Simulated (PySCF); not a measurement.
SMILES OB(O)O[Si](Cl)(Cl)Cl (H2BCl3O3Si) at its PBE0/def2-SVP optimised geometry (Å):

```
10

Si    -0.6851    -0.9744     0.0000
Cl    -1.3481     0.9744     0.0000
Cl     1.3481    -0.9744     0.0000
Cl    -1.3703    -1.8983    -1.6769
O     -1.2354    -1.7412     1.3171
B     -2.0290    -1.5820     2.4569
O     -2.6433    -0.4193     2.7627
O     -2.1838    -2.6403     3.2833
H     -2.4818     0.2860     2.1271
H     -1.7064    -3.4140     2.9707
```

Level of theory: PBE0/def2-TZVP (PySCF). Cells within 0.4 Å of a nucleus heavier than hydrogen are left out (blank, or x).

Map of the log10 of the electron density (e/bohr³), floored at −4 on the plane z = 0.0 Å:

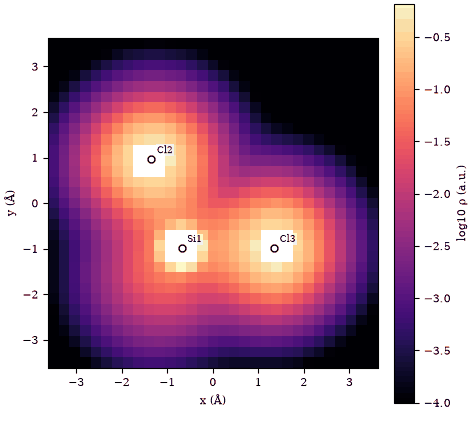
Figure. Log10 of the electron density (e/bohr³), floored at −4 on the plane z = 0.0 Å.
